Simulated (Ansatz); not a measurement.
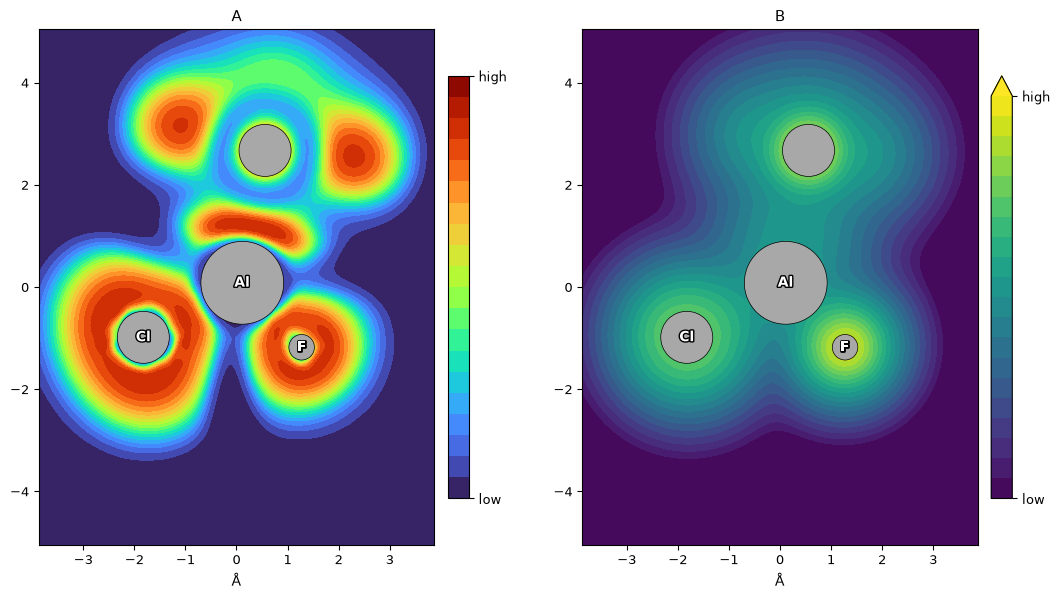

AlClFH$_{2}$Sn (charge −1): 2 fields on the plane of atoms Cl2, Al1 and F3, with unlabelled colour scales. Grey discs cover the atomic cores.

Geometry: r2SCAN-D4/def2-SVPD; core potentials replace the inner electrons of Sn.

Method: isolated molecule in a Gaussian basis; Kohn-Sham density functional theory, functional PBE0 in Ansatz 0.2.0.

### Which field does each panel show? The fields are: electron density and electron localisation function.

Panel A: electron localisation function. Panel B: electron density. From the grid: Al–F (1.71 Å): ρ at the midpoint is about 0.78 e/Å³; the ELF peaks at about 0.85 in the valence shell of F, 0.6 Å from its nucleus, and is about 0.40 at the midpoint. Al–Cl (2.21 Å): ρ at the midpoint is about 0.6 e/Å³; the ELF peaks at about 0.85 in the valence shell of Cl, 0.9 Å from its nucleus, and is about 0.80 at the midpoint.
